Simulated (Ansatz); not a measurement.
**CH₇Si₂ (SMILES C[SiH+][SiH3]) (charge +1): density, localisation and related maps**

The calculation's input:

```
crystal:
  periodic: [false, false, false]
  atoms:
    - {symbol: C, position_ang: [-1.512868, 0.803902, 0.649383]}
    - {symbol: Si, position_ang: [-0.577338, 0.407923, -0.880524]}
    - {symbol: Si, position_ang: [0.447067, -1.657640, -1.444141]}
    - {symbol: H, position_ang: [-2.523694, 1.160485, 0.369530]}
    - {symbol: H, position_ang: [-1.025022, 1.663595, 1.150452]}
    - {symbol: H, position_ang: [-1.592691, -0.039390, 1.349104]}
    - {symbol: H, position_ang: [-0.482939, 1.547979, -1.831274]}
    - {symbol: H, position_ang: [1.875576, -1.287306, -1.620899]}
    - {symbol: H, position_ang: [-0.221286, -2.028058, -2.718989]}
    - {symbol: H, position_ang: [0.181255, -2.578588, -0.315151]}
basis:
  gaussian:
    orbitals: def2-TZVPD
total_charge: 1
hamiltonian:
  xc: {name: PBE0}
output: {forces: true, orbitals: {seedname: orbitals}}
```

Command:

```sh
ansatz run input.yaml --threads 2 --pin off --max-ram 4350MiB --events-out events.jsonl --progress --plain --runs-dir runs
```

Geometry: B3LYP-D3(BJ)/def2-SVP.

Method: Ansatz, isolated molecule in a Gaussian basis; Kohn-Sham density functional theory, functional PBE0.

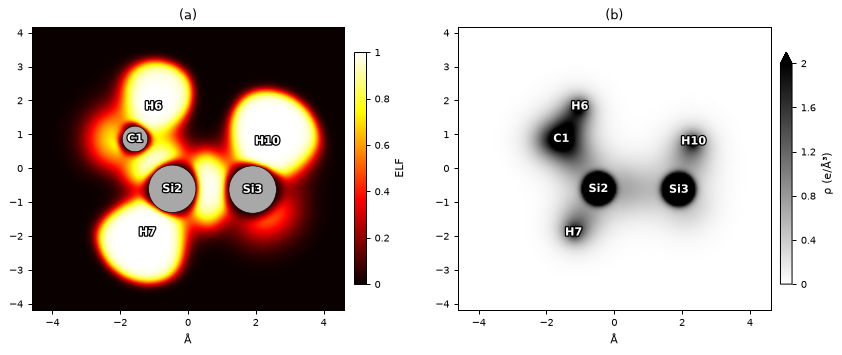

Figure 1. (a) electron localisation function; (b) electron density on the plane of atoms C1, Si2 and H7. Grey discs cover the atomic cores in the ELF map.

> Describe what can be read from this map.

The plane passes through C, Si and H nuclei. C–Si (1.84 Å): the density is about 1 e/Å³ at the midpoint; the ELF peaks at about 0.95 between the atoms, as expected for localised, covalent bonding. Si–Si (2.37 Å): ρ is about 0.6 e/Å³ halfway; the ELF peaks at about 1 between the atoms, as expected for localised, covalent bonding. C–H (1.10 Å): the density is about 2 e/Å³ at the midpoint; the ELF climbs to about 1 towards the hydrogen, as it does in any bond to H; a covalent bond by its length. Si–H (1.48 Å): ρ at the midpoint is about 0.83 e/Å³; the ELF climbs to about 1 towards the hydrogen.

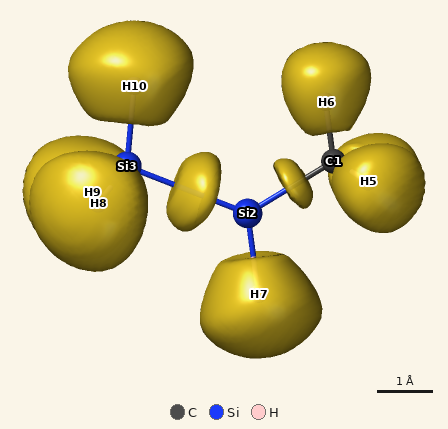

Figure 2. Isosurface of the ELF at 0.85 (yellow), seen across its widest extent. Core shells and regions of very low density are left out.

> Identify the bonds, lone pairs and shells in this picture.

The ELF exceeds this value in one region between bonded C–Si atoms (shared pairs), one region between bonded Si–Si atoms (shared pairs) and seven regions around hydrogen nuclei.

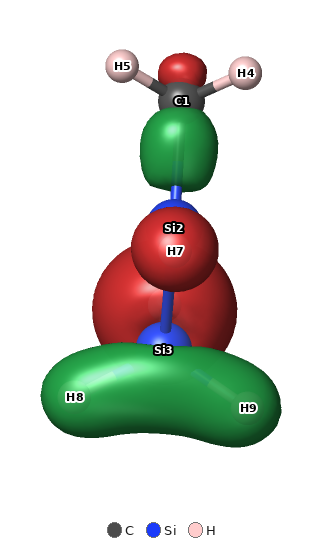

Figure 3. The HOMO−1 at ±0.15 Å⁻³ᐟ² (green and red are the two phases), seen at an oblique angle.

> Where does this orbital lie, and at what energy?

By Hirshfeld shares it lies mainly on Si3 (about 35 %), H10 (about 30 %), Si2 (about 10 %), H8 (about 5 %), H9 (about 5 %) and H7 (about 5 %). Its energy is −14.84 eV.

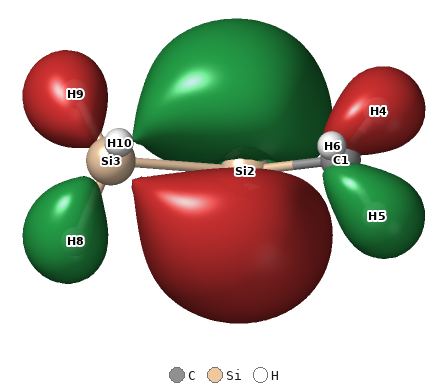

Figure 4. The LUMO at ±0.06 Å⁻³ᐟ² (green and red are the two phases), seen from one side.

> What is the character of this orbital?

Its weight (Hirshfeld) is mainly on Si2 (about 70 %) and C1 (about 5 %). Its energy is −8.58 eV.
